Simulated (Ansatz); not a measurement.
**BH8NSi: basis-set convergence**

How large a basis does BH8NSi need? Two functionals are run in growing sets.

The runs use Ansatz 0.2.0, Gaussian basis; one geometry, several basis sets.

The runs, in order: PBE0-D4/def2-SVP; ωB97M-V/def2-SVP; PBE0-D4/def2-QZVPP; ωB97M-V/def2-QZVPP; the functionals' def2-TZVPP values are taken from earlier runs.

### 1 The geometry

An earlier PBE0-D4 in a triple-zeta def2 set relaxation fixed the geometry.

SMILES `[BH3-][NH2+][SiH3]`, 11 atoms, charge 0, spin multiplicity 1.

Atoms are counted from 1 here; the program's logs count them from 0.

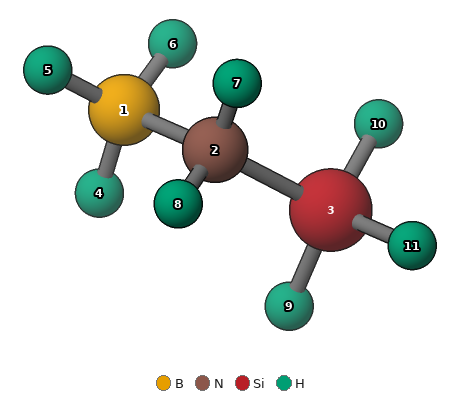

The structure; boron amber, nitrogen brown, silicon red, hydrogen teal; atoms are numbered from 1 in the order of the file.

### 2 PBE0-D4 in def2-SVP

in.yaml

```yaml
crystal:
  periodic: [false, false, false]
  atoms:
    - {symbol: B, position_ang: [0.421567, 1.357500, 0.064061]}
    - {symbol: N, position_ang: [0.365285, -0.196262, 0.625695]}
    - {symbol: Si, position_ang: [-0.642153, -1.173498, -0.493382]}
    - {symbol: H, position_ang: [-0.734377, 1.727000, 0.039840]}
    - {symbol: H, position_ang: [1.106718, 1.979556, 0.844980]}
    - {symbol: H, position_ang: [0.910515, 1.275689, -1.043877]}
    - {symbol: H, position_ang: [1.314692, -0.551734, 0.695441]}
    - {symbol: H, position_ang: [-0.010151, -0.187628, 1.569930]}
    - {symbol: H, position_ang: [-1.994266, -0.584237, -0.487559]}
    - {symbol: H, position_ang: [0.013028, -1.134516, -1.814240]}
    - {symbol: H, position_ang: [-0.685556, -2.568771, 0.019711]}
basis:
  gaussian: {orbitals: def2-SVP}
hamiltonian: {xc: pbe0, dispersion: d4}
output: {orbitals: {seedname: orbitals}}
```

Launch:

```bash
$ ansatz run in.yaml --threads 4 --pin off --events-out ev --progress --plain --max-ram 10444MiB
```

What it wrote:

```text
Functional definition: PBE0
  name "PBE0"
  cite "Adamo & Barone, J. Chem. Phys. 110, 6158 (1999) doi:10.1063/1.478522"
  cite "Perdew, Burke & Ernzerhof, Phys. Rev. Lett. 77, 3865 (1996) doi:10.1103/PhysRevLett.77.3865"
  parent pbe
  parameter a = 0.25
  parameter kappa = 0.804
  parameter beta = 0.06672455060314922
  exchange = (1 - a)*pbe_x(kappa = kappa, mu = beta*pi^2/3) + a*exact_x
  correlation = pbe_c(beta = beta)
986 factors; their error is unknown
mean field evaluation 1: about -10159.9221 eV, gradient 4.1e1 eV
mean field evaluation 2: about -10158.3623 eV, gradient 5.0e1 eV
mean field evaluation 4: about -10164.0155 eV, gradient 1.4e0 eV
mean field evaluation 8: about -10164.0632 eV, gradient 1.8e-1 eV
mean field -10164.06326684 eV, -373.5224356067 hartree, gradient 2.7e-5 eV, S^2 0.000000; 0 other end points of the search recorded, 0 dependent functions left out
reference -10164.06329445 eV, -373.5224366217 hartree; 17, 17 occupied and 69, 69 virtual orbitals, 986 factors
Total energy: -10164.21632983 eV, -373.5280605680 hartree
```

Wall time 0.55 s (4 threads of Arm Neoverse V2, shared host).

### 3 ωB97M-V in def2-SVP

Changes to in.yaml since step 2:

```diff
@@ -16,3 +16,3 @@
   gaussian: {orbitals: def2-SVP}
-hamiltonian: {xc: pbe0, dispersion: d4}
+hamiltonian: {xc: {name: wB97M-V}}
 output: {orbitals: {seedname: orbitals}}
```

The command is unchanged.

What it wrote, shortened:

```text
Functional definition: wB97M-V
  name "wB97M-V"
  cite "Mardirossian & Head-Gordon, J. Chem. Phys. 144, 214110 (2016) doi:10.1063/1.4952647"
  cite "Becke, J. Chem. Phys. 107, 8554 (1997) doi:10.1063/1.475007"
  cite "Vydrov & Van Voorhis, J. Chem. Phys. 133, 244103 (2010) doi:10.1063/1.3521275"
  # Of w^i u^j: cxij and so on, Table III.
[...]
  gx(w, u) = 1 - cx + cx01*u + cx10*w
  gss(w, u) = css00 + css04*u^4 + css10*w + css20*w^2 + css43*w^4*u^3
  gos(w, u) = cos00 + cos10*w + (cos20 + cos21*u)*w^2 + (cos60 + cos61*u)*w^6
[...]
      + integral(e_c_pw_mod_opposite_spin*gos(b97_w_opposite, b97_u_opposite)) + vv10(b, c)
986 factors; their error is unknown
307 factors; integrals over basis functions are off by at most 1.1e-5 eV
[...]
mean field -10167.93285257 eV, -373.6646402594 hartree, gradient 3.1e-5 eV, S^2 0.000000; 0 other end points of the search recorded, 0 dependent functions left out
reference -10167.93289585 eV, -373.6646418502 hartree; 17, 17 occupied and 69, 69 virtual orbitals, 986 factors
Total energy: -10167.93289585 eV, -373.6646418502 hartree
```

It took 2 s on 4 threads of Arm Neoverse V2, shared host.

### 4 PBE0-D4 in def2-QZVPP

Changes to in.yaml since step 3:

```diff
@@ -15,4 +15,4 @@
 basis:
-  gaussian: {orbitals: def2-SVP}
-hamiltonian: {xc: {name: wB97M-V}}
+  gaussian: {orbitals: "def2-QZVPP.json"}
+hamiltonian: {xc: pbe0, dispersion: d4}
 output: {orbitals: {seedname: orbitals}}
```

Same command.

What it wrote:

```text
Functional definition: PBE0
  name "PBE0"
  cite "Adamo & Barone, J. Chem. Phys. 110, 6158 (1999) doi:10.1063/1.478522"
  cite "Perdew, Burke & Ernzerhof, Phys. Rev. Lett. 77, 3865 (1996) doi:10.1103/PhysRevLett.77.3865"
  parent pbe
  parameter a = 0.25
  parameter kappa = 0.804
  parameter beta = 0.06672455060314922
  exchange = (1 - a)*pbe_x(kappa = kappa, mu = beta*pi^2/3) + a*exact_x
  correlation = pbe_c(beta = beta)
1265 factors; their error is unknown
mean field evaluation 1: about -10163.5068 eV, gradient 5.4e1 eV
mean field evaluation 2: about -10158.7733 eV, gradient 7.0e1 eV
mean field evaluation 4: about -10169.9201 eV, gradient 2.7e0 eV
mean field evaluation 8: about -10169.9441 eV, gradient 1.9e-2 eV
mean field -10169.94410261 eV, -373.7385523351 hartree, gradient 3.5e-5 eV, S^2 0.000000; 0 other end points of the search recorded, 0 dependent functions left out
reference -10169.94414713 eV, -373.7385539713 hartree; 17, 17 occupied and 407, 407 virtual orbitals, 1265 factors
Total energy: -10170.09718251 eV, -373.7441779176 hartree
```

Run time: 3.3 s. Hardware: 4 threads of Arm Neoverse V2, shared host; peak memory 1.1 GiB.

### 5 ωB97M-V in def2-QZVPP

Changes to in.yaml since step 4:

```diff
@@ -16,3 +16,3 @@
   gaussian: {orbitals: "def2-QZVPP.json"}
-hamiltonian: {xc: pbe0, dispersion: d4}
+hamiltonian: {xc: {name: wB97M-V}}
 output: {orbitals: {seedname: orbitals}}
```

The command is unchanged.

What it wrote, shortened:

```text
Functional definition: wB97M-V
  name "wB97M-V"
  cite "Mardirossian & Head-Gordon, J. Chem. Phys. 144, 214110 (2016) doi:10.1063/1.4952647"
  cite "Becke, J. Chem. Phys. 107, 8554 (1997) doi:10.1063/1.475007"
  cite "Vydrov & Van Voorhis, J. Chem. Phys. 133, 244103 (2010) doi:10.1063/1.3521275"
  # Of w^i u^j: cxij and so on, Table III.
[...]
  gx(w, u) = 1 - cx + cx01*u + cx10*w
  gss(w, u) = css00 + css04*u^4 + css10*w + css20*w^2 + css43*w^4*u^3
  gos(w, u) = cos00 + cos10*w + (cos20 + cos21*u)*w^2 + (cos60 + cos61*u)*w^6
[...]
      + integral(e_c_pw_mod_opposite_spin*gos(b97_w_opposite, b97_u_opposite)) + vv10(b, c)
1245 factors; their error is unknown
375 factors; integrals over basis functions are off by at most 9.9e-6 eV
[...]
mean field -10174.01291065 eV, -373.8880782729 hartree, gradient 8.6e-6 eV, S^2 0.000000; 0 other end points of the search recorded, 0 dependent functions left out
reference -10174.01298170 eV, -373.8880808837 hartree; 17, 17 occupied and 407, 407 virtual orbitals, 1245 factors
Total energy: -10174.01298170 eV, -373.8880808837 hartree
```

Wall time 9 s (4 threads of Arm Neoverse V2, shared host); peak memory 1.4 GiB.

### 6 Functionals by basis

The def2-TZVPP values come from earlier runs at the same geometry.

| functional | basis | functions | energy (eV) | from the largest (eV) | HOMO (eV) | LUMO (eV) |
| --- | --- | --- | --- | --- | --- | --- |
| PBE0-D4 | def2-SVP | 86 | -10164.2163 | 5.881 | -7.65 | -0.09 |
| PBE0-D4 | def2-TZVPP | 216 | -10169.6747 | 0.422 | -7.80 | -0.53 |
| PBE0-D4 | def2-QZVPP | 424 | -10170.0972 | 0.000 | -7.81 | -0.68 |
| ωB97M-V | def2-SVP | 86 | -10167.9329 | 6.080 | -9.93 | 1.73 |
| ωB97M-V | def2-TZVPP | 216 | -10173.6216 | 0.391 | -10.14 | 1.05 |
| ωB97M-V | def2-QZVPP | 424 | -10174.0130 | 0.000 | -10.15 | 0.69 |

### 7 Summary of results

| quantity | value |
| --- | --- |
| PBE0-D4: double and triple zeta above quadruple | 5.88, 0.42 eV |
| ωB97M-V: double and triple zeta above quadruple | 6.08, 0.39 eV |

**Reading.** PBE0-D4 gains 5.46 eV from double to triple zeta, then 0.42 eV more. These are total energies; as a rule much of such shifts cancels in differences, which this series doesn't test. The LUMO of ωB97M-V is positive and keeps falling with the basis (1.73 to 0.69 eV): an unbound level that the basis holds in place.

For PBE0-D4 the largest set took about 6 times as long as the smallest (3.3 s against 0.55 s).
